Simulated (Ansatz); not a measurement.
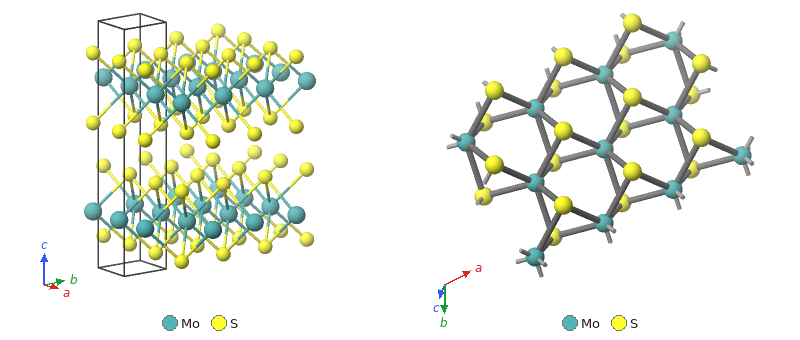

Left: the structure. Right: its underlying net. Nodes are coloured by element. One layer is drawn. Edges to nodes outside the piece are drawn as stubs.

The compound is MoS₂ (space group P6_3/mmc, No. 194), taken as the end point of a relaxation (final pressure about 20 GPa) with DFT, PAW plane waves, pbe+U, spin-orbit in Ansatz.

Bonds are taken as Mo–S below 2.7 Å. The graph is simplified in the usual way: terminal and isolated atoms are pruned, two-connected atoms become edges.

The result is a binodal (3,6)-connected, two-periodic (layers) net: S is a 3-connected node; Mo is a 6-connected node, in the ratio 2:1. It is the net of the trigonal-prismatic layers of 2H-MoS2. The layers lie parallel to (001).

```json
{"node": "S", "links": "3", "point symbol": "4³", "coordination sequence": "3 13 9 24"}
{"node": "Mo", "links": "6", "point symbol": "4³·6¹²", "coordination sequence": "6 6 18 12"}
```
